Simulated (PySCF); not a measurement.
[In(OMe)H3]- (CH6InO, charge −1).

Method: ωB97X/def2-SVPD; geometry: GFN2-xTB; program: PySCF. Core potentials replace the inner electrons of In; spin–orbit coupling isn't included. No frequency check shows the geometry to be a minimum. GFN2-xTB bond lengths at metals and heavier atoms can be off by up to 0.1 Å and shapes distorted, which carries into these values.

Input script:

```python
import numpy as np
from pyscf import gto, scf, dft
from pyscf.scf import atom_ks, atom_hf
from scipy.linalg import block_diag

def solve(mol, dm0=None, hcore=None):
    mf = (dft.UKS if mol.spin else dft.RKS)(mol, xc='wb97x')
    mf.grids.level = 3
    mf = mf.density_fit(auxbasis='def2-universal-jkfit')
    mf.conv_tol, mf.max_cycle = 1e-8, 80
    if hcore is not None:
        mf.get_hcore = lambda *args: hcore
    mf.kernel(dm0)
    if not mf.converged:
        mf = mf.newton().run(mf.mo_coeff, mf.mo_occ, max_cycle=30)
    assert mf.converged, 'SCF not converged'
    return mf

mol = gto.M(atom='''
In     0.61107    -0.02863    -0.00006
O     -1.34324     0.64663     0.00020
C     -2.37645    -0.26869    -0.00002
H     -2.34587    -0.95629    -0.86318
H     -3.34063     0.27072    -0.04364
H     -2.39314    -0.89793     0.90762
H      0.82108    -0.98879     1.39413
H      1.50273     1.40218     0.00080
H      0.81822    -0.98788    -1.39449
''', basis='def2-svpd', ecp={'In': 'def2-svpd'}, charge=-1, spin=0, verbose=4)
mf = solve(mol)
out = dict(e0=mf.e_tot, dm0=mf.make_rdm1(), c=mf.mo_coeff, occ=mf.mo_occ, eps=mf.mo_energy)
for name, dq, spin in [('cation', 1, 1)]:
    ion = mol.copy().set(charge=mol.charge + dq, spin=spin).build()
    mi = solve(ion)
    if spin and dq > 0 and mol.nao < 130:
        c, _, stable, _ = mi.stability(return_status=True)
        if not stable:
            mi = solve(ion, mi.make_rdm1(c, mi.mo_occ))
    print(name, 'vertical energy change / eV', (mi.e_tot - mf.e_tot) * 27.211386)
    out.update({'e_' + name: mi.e_tot, 'dm_' + name: mi.make_rdm1(), 's2_' + name: mi.spin_square()[0], 'eps_' + name: mi.mo_energy, 'occ_' + name: mi.mo_occ})
# spherically averaged free atoms, for the promolecule
atom_ks.AtomSphAverageRKS.init_guess_by_vsap = lambda self, mol=None: self.init_guess_by_minao(mol)  # core potentials
atm = atom_ks.get_atm_nrks(mol, xc='wb97x')
pro = block_diag(*[(atm[a[0]][2] * atm[a[0]][3]) @ atm[a[0]][2].T for a in mol._atom])
np.savez('result.npz', pro=pro, **out)
```

Command:

```sh
OMP_NUM_THREADS=1 python input.py
```

The run took 3 min on 1 thread of Arm Neoverse V2 (shared host), peak memory 0.65 GiB.

Partitions, critical points and surface values were worked out afterwards from this run's density.

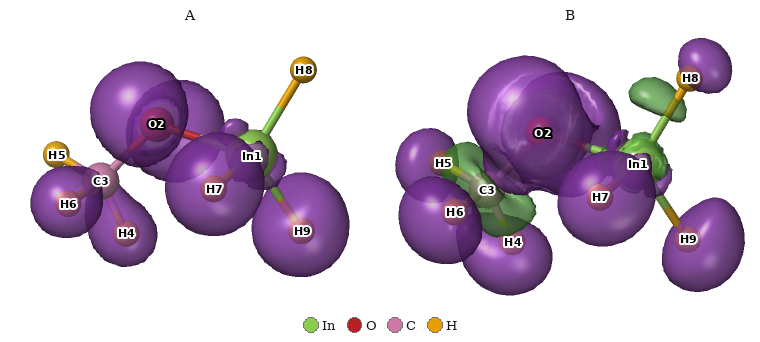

The Fukui function f⁻ from two separate SCF calculations and the density of the HOMO, at ±0.015 e/Å³ (purple positive, green negative).

Which panel is which, and how good is the frozen-orbital picture?

B is f⁻ (it has negative regions), A the HOMO density. The HOMO lies on O2 (48 %), In1 (14 %) and H7 and H9 (11 % each); f⁻ (Hirshfeld-condensed) is largest on O2 (0.32); the vertical detachment energy is 4.09 eV. Relaxation shifts 19 % of the electron between atoms. The orbital energy is −4.27 eV.
